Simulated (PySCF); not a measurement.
# IrSH2: sextet, from a trigonal pyramidal start

Aim: relax IrSH2 as a sextet from a trigonal pyramidal start, check by its vibrations whether the end is a minimum, and collect its spectrum and constants.

Program: PySCF 2.14.0. Level of theory: PBE0, basis Ir def2-TZVP with ECP60, S def2-TZVP, H def2-TZVP, scalar-relativistic core potentials, no spin–orbit coupling, density fitting. These are calculated values, not measurements.

## (1) The starting structure

4 atoms, charge 0, spin multiplicity 6.

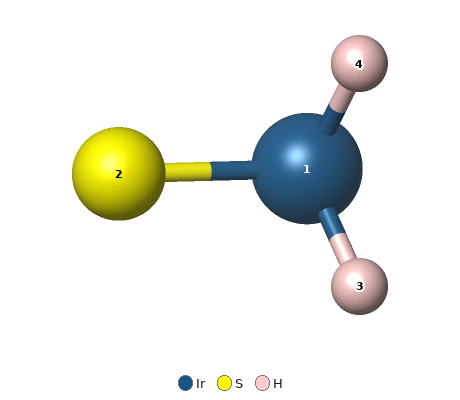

The starting geometry (iridium blue, sulfur yellow, hydrogen pink); atoms are numbered from 1 in the order of the file.

```xyz
4
charge 0 multiplicity 6
Ir    0.1270    0.2199   -0.1447
S    -0.7958   -1.3781    0.8366
H     1.4867    0.2198    0.5784
H    -0.5528    1.3975    0.5783
```

## (2) Relaxation: trigonal pyramidal start, sextet

The steps below are one call of a driver around PySCF. For each, scf.py gives the equivalent set-up of the SCF; relaxations use the driver's own optimiser. Before each start the driver seeks the lowest SCF state from one or more starting densities and follows internal instabilities, so scf.py alone need not reach the same state.

The program finds Cs symmetry in the start, which this walk keeps. The walk stops when the largest gradient is under 0.0003 Eh/bohr and the energy has settled too.

File scf.py:

```python
from pyscf import gto, scf, dft
mol = gto.M(atom='''
Ir     0.126984     0.219897    -0.144650
S     -0.795831    -1.378137     0.836550
H      1.486720     0.219779     0.578358
H     -0.552796     1.397524     0.578342''',
    basis={'Ir': 'def2-TZVP', 'S': 'def2-TZVP', 'H': 'def2-TZVP'},
    ecp={'Ir': 'def2-TZVP'},
    charge=0, spin=5)
mf = dft.UKS(mol, xc='PBE0')
mf.grids.atom_grid = (50, 194)
aux = {'Ir': 'def2-universal-JKFIT', 'S': 'def2-universal-JKFIT', 'H': 'def2-universal-JKFIT'}
mf = mf.density_fit(auxbasis=aux)
mf.kernel()
```

Steps of the walk:

| step | energy (Eh) | change (kJ/mol) | largest symmetric gradient (Eh/bohr) |
| --- | --- | --- | --- |
| 0 | -503.444282 | 0.00 | 0.05259 |
| 1 | -503.463132 | -49.49 | 0.02124 |
| 2 | -503.471854 | -72.39 | 0.01803 |
| 3 | -503.473697 | -77.23 | 0.01564 |
| 4 | -503.474922 | -80.45 | 0.01037 |
| 5 | -503.476637 | -84.95 | 0.00542 |
| 6 | -503.476812 | -85.41 | 0.00339 |
| 7 | -503.477056 | -86.05 | 0.00134 |
| 8 | -503.477107 | -86.18 | 0.00125 |
| 9 | -503.477117 | -86.21 | 0.00046 |
| 10 | -503.477117 | -86.21 | 0.00007 |

The walk took 16 s on 4 threads, shared host.

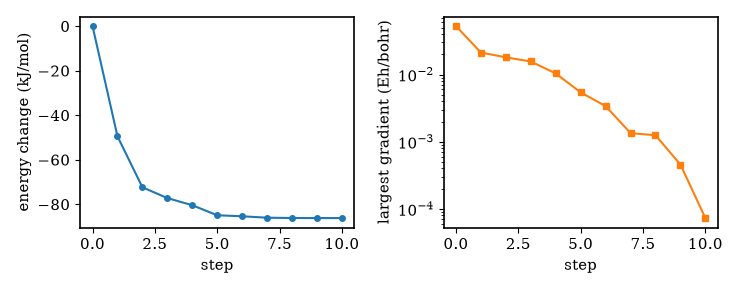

Energy and largest gradient along the walk.

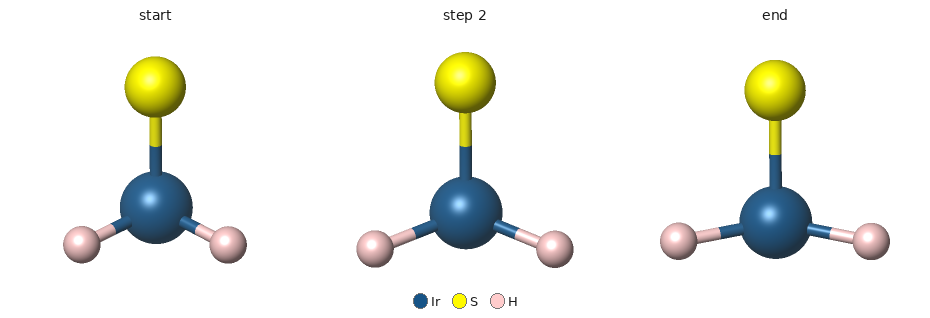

The geometry along the walk, at one scale.

End point (Cs, 10 steps, 86.2 kJ/mol gained): Ir–H 1.654 Å (×2), Ir–S 2.200 Å; H–Ir–H 139.0°, H–Ir–S 95.8° (×2).

## (3) Vibrations and properties at this point

On the finer grid the gradient is checked again; gradients at displacements of ±0.01 bohr then give force constants and infrared intensities.

Changes to scf.py since step 2:

```diff
@@ -3,4 +3,4 @@
-Ir     0.126984     0.219897    -0.144650
-S     -0.795831    -1.378137     0.836550
-H      1.486720     0.219779     0.578358
-H     -0.552796     1.397524     0.578342''',
+Ir     0.142834     0.247346    -0.114835
+S     -0.883059    -1.529195     0.679065
+H      1.663243    -0.219275     0.340392
+H     -1.021297     1.330949     0.340371''',
@@ -11 +11 @@
-mf.grids.atom_grid = (50, 194)
+mf.grids.atom_grid = (75, 302)
```

This SCF starts from the last density.

Log of the central SCF (cycles and frontier levels):

```text
init E= -503.477090840987
[... the frontier-level lines of each cycle are left out ...]
cycle= 1 E= -503.477090840922  delta_E= 6.48e-11  |g|= 1.84e-05  |ddm|= 2.18e-05
cycle= 2 E= -503.47709083933  delta_E= 1.59e-09  |g|= 6.06e-05  |ddm|= 5.47e-05
cycle= 3 E= -503.477090841135  delta_E= -1.8e-09  |g|= 2.83e-06  |ddm|= 4.13e-05
cycle= 4 E= -503.477090841152  delta_E= -1.66e-11  |g|= 1.58e-06  |ddm|= 4.28e-06
Extra cycle  E= -503.477090841174  delta_E= -2.22e-11  |g|= 1.33e-06  |ddm|= 6.45e-06
converged SCF energy = -503.477090841174  <S^2> = 8.7635502  2S+1 = 6.004515
```

The whole step took 30 s.

Geometry: Cs; Ir–H 1.654 Å (×2), Ir–S 2.200 Å; H–Ir–H 139.1°, H–Ir–S 95.8° (×2).

Modes, for the most abundant isotopes:

```csv
symmetry,ω (cm⁻¹),IR (km/mol),μ (u)
a',378,4.5,1.31
a',418,1.4,4.12
a'',515,0.0,1.05
a',818,17.5,1.02
a'',1832,32.7,1.02
a',2008,39.7,1.01
```

Every mode is real; the point is a minimum.

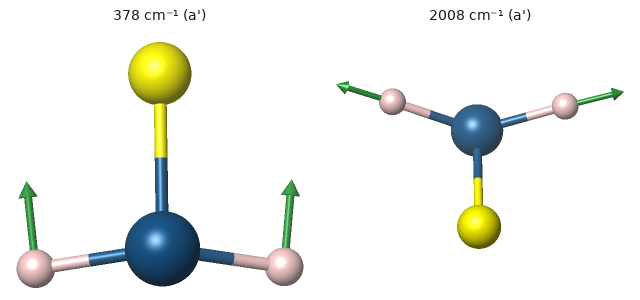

How the atoms move in 2 of the modes.

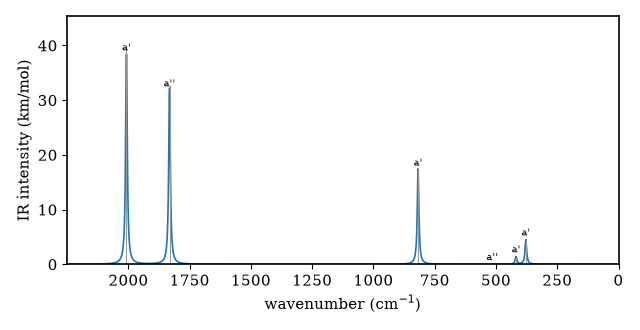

The harmonic infrared spectrum (widths in cm⁻¹). Lines are broadened to a width of 8 cm⁻¹ (Lorentzian).

Properties at this point:

| Quantity | Value |
| --- | --- |
| Dipole moment | 0.86 D |
| Highest occupied level | -5.84 eV |
| Lowest empty level | -4.86 eV |
| Rotational constants | 3.092, 0.126, 0.1221 cm⁻¹ |
| Zero-point energy | 35.7 kJ/mol |
| Principal polarisabilities | 41.5, 56.1, 91.7 bohr³ |
| Atomisation energy without zero-point energy | 730 kJ/mol |
| Principal traceless quadrupole moments about the centre of mass | -3.19, -1.65, 4.85 D Å |
| Entropy at 298.15 K and 1 bar (electronic part: spin only) | 299.4 J/(mol K) |
| Heat capacity Cp at 298.15 K | 53.4 J/(mol K) |
| Enthalpy at 298.15 K above 0 K | 12.31 kJ/mol |
| Rotational symmetry number | 1 |
| Spin squared ⟨S²⟩ | 8.764 |

Charges (e) and bond orders:

```
atom  Mulliken  Löwdin  polar tensor  spin (Mulliken)  Mayer order to Ir1
 Ir1      0.38    0.05          0.22             2.80                   –
  S2     -0.19    0.12         -0.04             1.63                1.63
H3,4     -0.10   -0.09         -0.09             0.28                0.89
```

Mulliken populations on Ir1 (outside its core potential): s 2.87, p 6.46, d 7.28, f 0.02.

## (4) Outcome

| quantity | value |
| --- | --- |
| minimum | sextet, Cs |
| geometry | Ir–H 1.654 Å (×2), Ir–S 2.200 Å; H–Ir–H 139.1°, H–Ir–S 95.8° (×2) |
| wavenumbers (cm⁻¹) | 378 (a'), 418 (a'), 515 (a''), 818 (a'), 1832 (a''), 2008 (a') |
| dipole moment | 0.86 D |
| highest occupied, lowest empty level (either spin) | -5.84, -4.86 eV |
| polar-tensor charge of Ir1 | +0.22 e |
| zero-point energy | 35.7 kJ/mol |
| entropy at 298.15 K | 299.4 J/(mol K) |
| atomisation energy (no zero-point energy) | 730 kJ/mol |
| ⟨S²⟩ | 8.764 |

In words: The trigonal pyramidal start keeps its Cs symmetry and ends in a minimum. The strongest infrared band lies at 2008 cm⁻¹ (a', stretch). Most of the spin sits on Ir1 (Mulliken spin 2.80, against 5 for the whole molecule). Only this shape and spin were tried, so other structures or states may lie lower. One determinant may miss the lowest occupation of an open d or f shell. With an element this heavy the missing spin–orbit coupling can shift these numbers.

The search up to here took 53 s.
